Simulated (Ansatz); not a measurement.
# CH4F2OSi (SMILES C[Si](O)(F)F): B3LYP/6-31G(d) (Cartesian functions)

Aim: the vertical ionisation energy of CH4F2OSi at B3LYP/6-31G* (Cartesian functions), from 2 runs. 

The results are computed with Ansatz 0.2.0.

99 further runs of the same task are left out: 2 that didn't finish, 97 set aside as unsound or not needed. Runs told in other sessions of the task aren't counted.

## (1) The system as given

CH4F2OSi has 9 atoms, charge 0, and is taken as a singlet. SMILES: `C[Si](O)(F)F`. Geometry: relaxed at PBE0-D4/def2-TZVP. This is one conformer, not always the lowest.

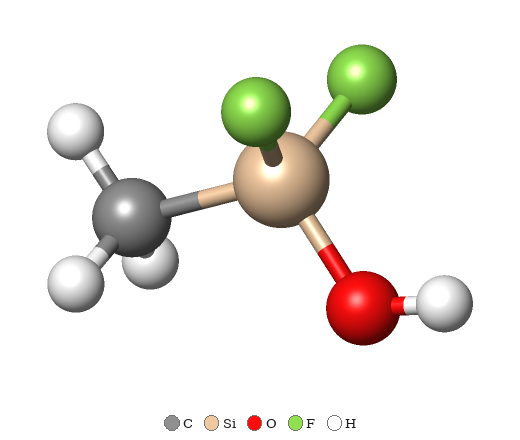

The structure, seen from a chosen angle (carbon grey, silicon light orange, oxygen red, fluorine green, hydrogen white).

## (2) The energy at B3LYP/6-31G(d) (Cartesian functions)

Input file molecule.yaml:

```yaml
crystal:
  periodic: [false, false, false]
  atoms:
    - symbol: C
      position_ang: [-1.189400, 0.338900, -0.162200]
    - symbol: Si
      position_ang: [0.580100, -0.130700, -0.192500]
    - symbol: O
      position_ang: [1.083400, -0.479900, 1.308000]
    - symbol: F
      position_ang: [0.827400, -1.374000, -1.151900]
    - symbol: F
      position_ang: [1.471900, 1.032700, -0.807900]
    - symbol: H
      position_ang: [-1.795500, -0.480100, 0.229600]
    - symbol: H
      position_ang: [-1.342100, 1.213300, 0.473300]
    - symbol: H
      position_ang: [-1.540100, 0.577500, -1.168100]
    - symbol: H
      position_ang: [1.992700, -0.743900, 1.454700]
basis:
  gaussian: {orbitals: "6-31G*"}
hamiltonian: {xc: {name: B3LYP}}
accuracy: high
output: {orbitals: {seedname: orbitals}}
```

The run is started by

```
$ ansatz run molecule.yaml --threads 1 --pin off --max-ram 3480MiB --events-out events.jsonl --progress --plain --runs-dir runs
```

Output:

```text
Warning: RAYON_NUM_THREADS=1 ignored (pool sized by the plan → 1); use --threads N
Functional definition: B3LYP
  name "B3LYP"
  parameter a0 = 0.2
  parameter ax = 0.72
  parameter ac = 0.81
  exchange = (1 - a0 - ax)*slater_x + ax*b88_x + a0*exact_x
  correlation = (1 - ac)*vwn_rpa_c + ac*lyp_c
1898 factors; integrals over basis functions are off by at most 3.6e-9 eV
mean field evaluation 1: about -16456.5637 eV, gradient 7.2e1 eV
mean field evaluation 2: about -16449.4313 eV, gradient 9.6e1 eV
mean field evaluation 4: about -16465.5577 eV, gradient 2.4e0 eV
mean field evaluation 8: about -16465.6897 eV, gradient 1.6e-1 eV
mean field evaluation 16: about -16465.6897 eV, gradient 2.0e-5 eV
mean field -16465.68970318 eV, -605.1029357465 hartree, gradient 7.7e-8 eV, S^2 0.000000; 0 other end points of the search recorded, 0 dependent functions left out
reference -16465.68974091 eV, -605.1029371332 hartree; 25, 25 occupied and 62, 62 virtual orbitals, 1898 factors
Total energy: -16465.68974091 eV, -605.1029371332 hartree
```

It took 9 s on 1 thread of Arm Neoverse V2, shared host; peak memory 0.29 GiB.

## (3) The doublet cation, same level

Input file input.yaml:

```yaml
crystal:
  periodic: [false, false, false]
  atoms:
    - {symbol: C, position_ang: [-1.189400, 0.338900, -0.162200]}
    - {symbol: Si, position_ang: [0.580100, -0.130700, -0.192500]}
    - {symbol: O, position_ang: [1.083400, -0.479900, 1.308000]}
    - {symbol: F, position_ang: [0.827400, -1.374000, -1.151900]}
    - {symbol: F, position_ang: [1.471900, 1.032700, -0.807900]}
    - {symbol: H, position_ang: [-1.795500, -0.480100, 0.229600]}
    - {symbol: H, position_ang: [-1.342100, 1.213300, 0.473300]}
    - {symbol: H, position_ang: [-1.540100, 0.577500, -1.168100]}
    - {symbol: H, position_ang: [1.992700, -0.743900, 1.454700]}
basis:
  gaussian:
    orbitals: "6-31G*"
total_charge: 1
magnetization:
  spin_polarized: true
  initial_magnetization: 1
output:
  orbitals: {seedname: orbitals}
accuracy: high
hamiltonian:
  xc: {name: B3LYP}
```

The run is started by

```
$ ansatz run input.yaml --threads 1 --pin off --max-ram 3480MiB --events-out events.jsonl --progress --plain --runs-dir runs
```

Output:

```text
Warning: RAYON_NUM_THREADS=1 ignored (pool sized by the plan → 1); use --threads N
[... 7 set-up lines as earlier in the session ...]
1898 factors; integrals over basis functions are off by at most 3.6e-9 eV
mean field evaluation 1: about -16439.1089 eV, gradient 6.6e1 eV
mean field evaluation 2: about -16412.4628 eV, gradient 1.1e2 eV
mean field evaluation 4: about -16449.6163 eV, gradient 2.8e1 eV
mean field evaluation 8: about -16453.3010 eV, gradient 6.5e0 eV
mean field evaluation 16: about -16453.6118 eV, gradient 7.7e-1 eV
mean field evaluation 32: about -16453.6172 eV, gradient 1.4e-4 eV
mean field -16453.61716119 eV, -604.6592780114 hartree, gradient 3.8e-8 eV, S^2 0.754824; 6 other end points of the search recorded, 0 dependent functions left out
reference -16453.61719845 eV, -604.6592793808 hartree; 25, 24 occupied and 62, 63 virtual orbitals, 1898 factors
Total energy: -16453.61719845 eV, -604.6592793808 hartree
```

Wall time 26 s (1 thread of Arm Neoverse V2, shared host); peak memory 0.43 GiB.

## (4) Results

Level: B3LYP/6-31G* (Cartesian functions).

```
                                          quantity          value
                    singlet CH4F2OSi: total energy  -605.10294 Eh
                     singlet CH4F2OSi: HOMO energy       -9.33 eV
                     singlet CH4F2OSi: LUMO energy        1.11 eV
                   singlet CH4F2OSi: HOMO–LUMO gap       10.43 eV
                      doublet cation: total energy  -604.65928 Eh
doublet cation: HOMO energy (highest over α and β)      -16.00 eV
 doublet cation: LUMO energy (lowest over α and β)      -14.70 eV
                              doublet cation: ⟨S²⟩          0.755
vertical ionisation energy (to the doublet cation)      12.073 eV
```

In words: The vertical ionisation energy comes to 12.07 eV (278 kcal/mol). The negative HOMO energy of the first species, 9.33 eV, lies 2.75 eV below that difference.
